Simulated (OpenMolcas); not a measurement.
**CO2: excited-state calculation**

The run: excited-state calculation of CO2. Method and program: CASPT2/ANO-RCC-VDZ, DKH2 (OpenMolcas 26.06).

The run did not end well. The atoms were displaced at random from an optimised geometry.

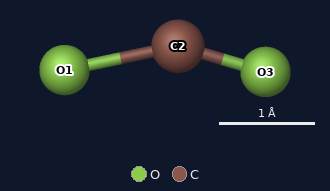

*The structure as given in the input (ball-and-stick view, seen on its broad side; atoms are numbered from 1 in the order of the input).*

Bond lengths as drawn: C–O 0.96 to 1.22 Å.

Input file:
```
&GATEWAY
  Coord
  3
  angstrom
  O        0.403539      -1.095030       0.095661
  C        0.012892       0.056894       0.201958
  O       -0.388955       0.850560      -0.159898
  Basis
  ANO-RCC-VDZ
  Group
  NoSym

&SEWARD

&RASSCF
  FileOrb
  $CurrDir/step2.RasOrb
  Spin
  1
  Nactel
  2 0 0
  Inactive
  10
  Ras2
  2
  CIRoot
  3 3 1
  Iterations
  1 100
  OrbListing
  Nothing

&CASPT2
  Multistate
  all
```

Machine: 1 thread of Arm Neoverse V1, 24 GiB of memory available, shared host.

Run as:
```bash
export MOLCAS_MEM=1860
pymolcas step18.input > step18.log
```

The program's output:
```
--- Start Module: gateway ---

                                              &GATEWAY

                       available to each process: 1.9 GB of memory, 1 thread

++    Symmetry information:
      ---------------------

                    Character Table for C1

                             E
                    a        1  x, y, xy, Rz, z, xz, Ry, yz, Rx, I
--

++    Basis set information:
      ----------------------

      Basis set label: O.ANO-RCC...3S2P.

      Electronic valence basis set:
      ------------------
      Associated Effective Charge   8.000000 au
      Associated Actual Charge      8.000000 au
      Nuclear Model: Point charge

      Shell  nPrim  nBasis  Cartesian Spherical Contaminant
         s      14       3        X
         p       9       2        X

      Basis set label: C.ANO-RCC...3S2P.

      Electronic valence basis set:
      ------------------
      Associated Effective Charge   6.000000 au
      Associated Actual Charge      6.000000 au
      Nuclear Model: Point charge

      Shell  nPrim  nBasis  Cartesian Spherical Contaminant
         s      14       3        X
         p       9       2        X

      Basis set label: O.ANO-RCC...3S2P.

      Electronic valence basis set:
      ------------------
      Associated Effective Charge   8.000000 au
      Associated Actual Charge      8.000000 au
      Nuclear Model: Point charge

      Shell  nPrim  nBasis  Cartesian Spherical Contaminant
         s      14       3        X
         p       9       2        X
--

++    Molecular structure info:
      -------------------------

                    ************************************************
                    **** Cartesian Coordinates / bohr, angstrom ****
                    ************************************************

     Center  Label                x              y              z                     x              y              z
        1      O1               0.762578      -2.069307       0.180773              0.403539      -1.095030       0.095661
        2      C2               0.024362       0.107514       0.381645              0.012892       0.056894       0.201958
        3      O3              -0.735018       1.607325      -0.302163             -0.388955       0.850560      -0.159898

                    ***************************************
                    *    InterNuclear Distances / bohr    *
                    ***************************************

               1 O1            2 C2            3 O3
    1 O1       0.000000
    2 C2       2.307349        0.000000
    3 O3       3.999206        1.814852        0.000000

                    *******************************************
                    *    InterNuclear Distances / angstrom    *
                    *******************************************

               1 O1            2 C2            3 O3
    1 O1       0.000000
    2 C2       1.220997        0.000000
    3 O3       2.116289        0.960378        0.000000

                    **************************************
                    *    Valence Bond Angles / degree    *
                    **************************************
                          Atom centers                 Phi
                      1 O1       2 C2       3 O3       151.73
--

            Nuclear Potential Energy             63.25470577 au

--- Stop Module: gateway /rc=_RC_ALL_IS_WELL_ ---

--- Start Module: seward ---

                                              &SEWARD

                       available to each process: 1.9 GB of memory, 1 thread

               SEWARD will generate:
                  Multipole Moment integrals up to order  2
                  Kinetic Energy integrals
                  Nuclear Attraction integrals (point charge)
                  One-Electron Hamiltonian integrals
                  Velocity integrals
                  Relativistic Douglas-Kroll-Hess integrals:
                    - Parametrization         : EXP
                    - DKH order of Hamiltonian: 2
                    - DKH order of Properties : 0
                         - multipole moment operators
                         - electric potential operators
                         - contact operators
                  Orbital angular momentum around (  0.0167  -0.1386   0.0600 )
                  Velocity quadrupole around (  0.0167  -0.1386   0.0600 )
                  Atomic mean-field integrals
                  Two-Electron Repulsion integrals

                   Integrals are discarded if absolute value <: 1.00E-14
                   Integral cutoff threshold is set to       <: 1.00E-16

            Nuclear Potential Energy             63.25470577 au

      Basis set specifications :
      Symmetry species         a
      Basis functions           27

--- Stop Module: seward /rc=_RC_ALL_IS_WELL_ ---

--- Start Module: rasscf ---

                                              &RASSCF

                       available to each process: 1.9 GB of memory, 1 thread

      Header of the ONEINT file:
      --------------------------

      OrdInt status: non-squared

      Cartesian coordinates in angstrom:
      -----------------------------------------------------
      No.  Label        X            Y            Z
      -----------------------------------------------------
       1   O1         0.40353900  -1.09503000   0.09566100
       2   C2         0.01289200   0.05689400   0.20195800
       3   O3        -0.38895500   0.85056000  -0.15989800
      -----------------------------------------------------
      Nuclear repulsion energy =   63.25470577

++    Wave function specifications:
      -----------------------------

      Number of closed shell electrons          20
      Number of electrons in active shells       2
      Max number of holes in RAS1 space          0
      Max nr of electrons in RAS3 space          0
      Number of inactive orbitals               10
      Number of active orbitals                  2
      Number of secondary orbitals              15
      Spin quantum number                      0.0
      State symmetry                             1
--

++    Orbital specifications:
      -----------------------

      Symmetry species                           1
                                                 a
      Frozen orbitals                            0
      Inactive orbitals                         10
      Active orbitals                            2
      RAS1 orbitals                              0
      RAS2 orbitals                              2
      RAS3 orbitals                              0
      Secondary orbitals                        15
      Deleted orbitals                           0
      Number of basis functions                 27
--

++    CI expansion specifications:
      ----------------------------

      Number of CSFs                             3
      Number of spin combinations                3
      Number of determinants                     4
      Number of root(s) required                 3
      Root chosen for geometry opt.              3
      CI roots used                              1     2     3
      weights                                0.333 0.333 0.333
      highest root included in the CI            3
      max. size of the explicit Hamiltonian      3
--

++    Optimization specifications:
      ----------------------------

      RASSCF algorithm: Conventional
      Maximum number of macro iterations         1
      Maximum number of SX iterations          100
      Threshold for RASSCF energy            1.000E-08
      Threshold for max MO rotation          1.000E-01
      Threshold for max BLB element          1.000E-04
      Level shift parameter                  5.000E-01
      Make Quasi-Newton update
--

      The MO-coefficients are taken from the file:
      step2.RasOrb
      Title: RASSCF average (pseudo-natural) orbitals

      Total molecular charge    0.00

      ************************************************************************************************************************
      *                                            Wave function control section                                             *
      ************************************************************************************************************************

                                         RASSCF iterations: Energy and convergence statistics
                                         ----------------------------------------------------

          iter iter root      energy       change     param      element    value   shift minimum  type update hh:mm:ss
 Nr of preliminary CI iterations:   1
        1   1    9    0  -186.98802847    0.00E+00   1.32E-01*  10  25 1  2.78E-01*  0.13   0.00    SX    NO    0:00:00
      No convergence after  1 iterations
        2   1    9    0  -187.14730356   -1.59E-01*  1.32E-01*  12  13 1  8.58E-02*  0.13   0.00    SX    NO    0:00:00

      ************************************************************************************************************************
                                                      Wave function printout:
                       occupation of active orbitals, and spin coupling of open shells (u,d: Spin up or down)
      ************************************************************************************************************************

      Note: transformation to natural orbitals
      has been made, which may change the order of the CSFs.

      printout of CI-coefficients larger than  0.05 for root  1
      energy=    -187.497349
      conf/sym  11     Coeff  Weight
             1  20   0.50885 0.25893
             2  ud   0.71416 0.51003
             3  02   0.48067 0.23104

      printout of CI-coefficients larger than  0.05 for root  2
      energy=    -187.212862
      conf/sym  11     Coeff  Weight
             1  20  -0.70604 0.49849
             3  02   0.70766 0.50079

      printout of CI-coefficients larger than  0.05 for root  3
      energy=    -186.731699
      conf/sym  11     Coeff  Weight
             1  20   0.49252 0.24257
             2  ud  -0.69947 0.48926
             3  02   0.51785 0.26817

      Natural orbitals and occupation numbers for root  1
      sym 1:   1.999783   0.000217

      Natural orbitals and occupation numbers for root  2
      sym 1:   0.997706   1.002294

      Natural orbitals and occupation numbers for root  3
      sym 1:   0.000217   1.999783

      ************************************************************************************************************************
      *                                                    Final results                                                     *
      ************************************************************************************************************************

++    Final optimization conditions:
      ------------------------------

      Average CI energy                            -187.14730356
      RASSCF energy for state  3                   -186.73169950
      Super-CI energy                                -0.11947560
      RASSCF energy change                           -0.15927509
      Max change in MO coefficients               1.488E-01
      Max non-diagonal density matrix element     1.315E-01
      Maximum BLB matrix element                  8.583E-02
      (orbital pair  12,  13 in symmetry   1)
      Norm of electronic gradient            4.461E-01
--

      Final state energy(ies):
      ------------------------

::    RASSCF root number  1 Total energy:   -187.49734910
::    RASSCF root number  2 Total energy:   -187.21286207
::    RASSCF root number  3 Total energy:   -186.73169950
      Von Neumann Entropy (Root   1) =  0.00159

      Mulliken population analysis for root number:  1
      -----------------------------------------------

++    Molecular charges:
      ------------------

      Mulliken charges per centre
      ---------------------------

                O1      C2      O3
      Total    8.5994  5.0962  8.3044

      N-E     -0.5994  0.9038 -0.3044

      Total electronic charge=   22.000000

      Total            charge=   -0.000000
--

      Expectation values of various properties for root number:  1
      -----------------------------------------------------------

++    Molecular properties:
      ---------------------

      Charge (e):
                      =   -0.0000
      Dipole Moment (debye):
      Origin of the operator (angstrom)=    0.0088   -0.0734    0.0317
                   X= -3.3960E-01               Y=  1.9078E+00               Z=  1.1532E+00           Total=  2.2550E+00
      Quadrupole Moment (debye*angstrom):
      Origin of the operator (angstrom)=    0.0088   -0.0734    0.0317
                  XX= -1.5795E+01              XY=  2.5638E+00              XZ= -2.3543E-01              YY= -2.0861E+01
                  YZ=  1.1455E+00              ZZ= -1.4282E+01
      In traceless form (debye*angstrom)
                  XX=  1.7765E+00              XY=  3.8456E+00              XZ= -3.5314E-01              YY= -5.8220E+00
                  YZ=  1.7182E+00              ZZ=  4.0456E+00
--

      LoProp population analysis for root number:  1
      -----------------------------------------------

++    LoProp analysis:
      ----------------

++    Static properties:
      ------------------

      LoProp Charges per center

                   O1       C2       O3
      Nuclear      8.0000   6.0000   8.0000
      Electronic  -8.5507  -5.1570  -8.2923

      Total       -0.5507   0.8430  -0.2923
--

      Natural Bond Order analysis for root number:  1

++    Natural Bond Order analysis
      ---------------------------
      Based on LoProp computed density
      -------------------------------------------------------------------------------------
      Atom A       Atom B       Bond Order
      -------------------------------------------------------------------------------------
      NBO located      0.999 non-bonded electrons on atom O1
      NBO located      0.951 non-bonded electrons on atom O1
      NBO located      0.904 non-bonded electrons on atom O1
      NBO located      0.989 non-bonded electrons on atom C2
      NBO located      0.996 non-bonded electrons on atom O3
      NBO located      0.920 non-bonded electrons on atom O3
      The remaining    6.174 electrons are to be considered as diffuse
--

--

      Von Neumann Entropy (Root   2) =  1.00000

      Mulliken population analysis for root number:  2
      -----------------------------------------------

++    Molecular charges:
      ------------------

      Mulliken charges per centre
      ---------------------------

                O1      C2      O3
      Total    8.1419  5.7730  8.0851

      N-E     -0.1419  0.2270 -0.0851

      Total electronic charge=   22.000000

      Total            charge=   -0.000000
--

      Expectation values of various properties for root number:  2
      -----------------------------------------------------------

++    Molecular properties:
      ---------------------

      Charge (e):
                      =   -0.0000
      Dipole Moment (debye):
      Origin of the operator (angstrom)=    0.0088   -0.0734    0.0317
                   X= -1.5952E-01               Y= -4.6585E-02               Z= -4.4597E-01           Total=  4.7593E-01
      Quadrupole Moment (debye*angstrom):
      Origin of the operator (angstrom)=    0.0088   -0.0734    0.0317
                  XX= -1.4650E+01              XY=  1.6700E+00              XZ= -8.9774E-01              YY= -1.8397E+01
                  YZ=  1.9704E-01              ZZ= -1.6107E+01
      In traceless form (debye*angstrom)
                  XX=  2.6023E+00              XY=  2.5050E+00              XZ= -1.3466E+00              YY= -3.0186E+00
                  YZ=  2.9556E-01              ZZ=  4.1629E-01
--

      LoProp population analysis for root number:  2
      -----------------------------------------------

++    LoProp analysis:
      ----------------

++    Static properties:
      ------------------

      LoProp Charges per center

                   O1       C2       O3
      Nuclear      8.0000   6.0000   8.0000
      Electronic  -8.0926  -5.7930  -8.1144

      Total       -0.0926   0.2070  -0.1144
--

      Natural Bond Order analysis for root number:  2

++    Natural Bond Order analysis
      ---------------------------
      Based on LoProp computed density
      -------------------------------------------------------------------------------------
      Atom A       Atom B       Bond Order
      -------------------------------------------------------------------------------------
      NBO located      0.999 non-bonded electrons on atom O1
      NBO located      1.006 non-bonded electrons on atom O1
      NBO located      0.988 non-bonded electrons on atom C2
      NBO located      0.994 non-bonded electrons on atom O3
      NBO located      0.994 non-bonded electrons on atom O3
      The remaining    6.261 electrons are to be considered as diffuse
--

--

      Von Neumann Entropy (Root   3) =  0.00159

      Mulliken population analysis for root number:  3
      -----------------------------------------------

++    Molecular charges:
      ------------------

      Mulliken charges per centre
      ---------------------------

                O1      C2      O3
      Total    7.6844  6.4499  7.8658

      N-E      0.3156 -0.4499  0.1342

      Total electronic charge=   22.000000

      Total            charge=   -0.000000
--

      Expectation values of various properties for root number:  3
      -----------------------------------------------------------

++    Molecular properties:
      ---------------------

      Charge (e):
                      =   -0.0000
      Dipole Moment (debye):
      Origin of the operator (angstrom)=    0.0088   -0.0734    0.0317
                   X=  2.1089E-02               Y= -2.0008E+00               Z= -2.0458E+00           Total=  2.8616E+00
      Quadrupole Moment (debye*angstrom):
      Origin of the operator (angstrom)=    0.0088   -0.0734    0.0317
                  XX= -1.3504E+01              XY=  7.7630E-01              XZ= -1.5597E+00              YY= -1.5933E+01
                  YZ= -7.5112E-01              ZZ= -1.7932E+01
      In traceless form (debye*angstrom)
                  XX=  3.4287E+00              XY=  1.1644E+00              XZ= -2.3395E+00              YY= -2.1523E-01
                  YZ= -1.1267E+00              ZZ= -3.2135E+00
--

      LoProp population analysis for root number:  3
      -----------------------------------------------

++    LoProp analysis:
      ----------------

++    Static properties:
      ------------------

      LoProp Charges per center

                   O1       C2       O3
      Nuclear      8.0000   6.0000   8.0000
      Electronic  -7.6344  -6.4290  -7.9366

      Total        0.3656  -0.4290   0.0634
--

      Natural Bond Order analysis for root number:  3

++    Natural Bond Order analysis
      ---------------------------
      Based on LoProp computed density
      -------------------------------------------------------------------------------------
      Atom A       Atom B       Bond Order
      -------------------------------------------------------------------------------------
      NBO located      0.999 non-bonded electrons on atom O1
      NBO located      0.990 non-bonded electrons on atom C2
      NBO located      0.995 non-bonded electrons on atom O3
      The remaining    7.570 electrons are to be considered as diffuse
--

--

      Average orbitals are written to the RASORB file
      Natural orbitals for root   1 are written to the RASORB.1 file
      Natural orbitals for root   2 are written to the RASORB.2 file
      Natural orbitals for root   3 are written to the RASORB.3 file
      Spin density orbitals for root   1 are written to the SPDORB.1 file
      Spin density orbitals for root   2 are written to the SPDORB.2 file
      Spin density orbitals for root   3 are written to the SPDORB.3 file

--- Stop Module: rasscf /rc=_RC_NOT_CONVERGED_ ---
           step18.RasOrb.2 step18.RasOrb.3 step18.rasscf.h5 step18.SpdOrb.1 step18.SpdOrb.2 step18.SpdOrb.3 xmldump
--- Module rasscf spent 1 second ---

.#######################.
.# Convergence problem #.
.#######################.

    Timing: Wall=2.39 User=1.85 System=0.53
```

What the run reported:

| quantity | value |
| --- | --- |
| outcome | not converged |
| basis functions | 27 |
| wall time | 2.6 s |
| peak memory | 0.37 GiB |

What went wrong:

Some settings of this run were drawn to be unusual or wrong (riter set to 1 (from default); sform set to xyz inline (from default)). The run did not converge. Its last values are not results.
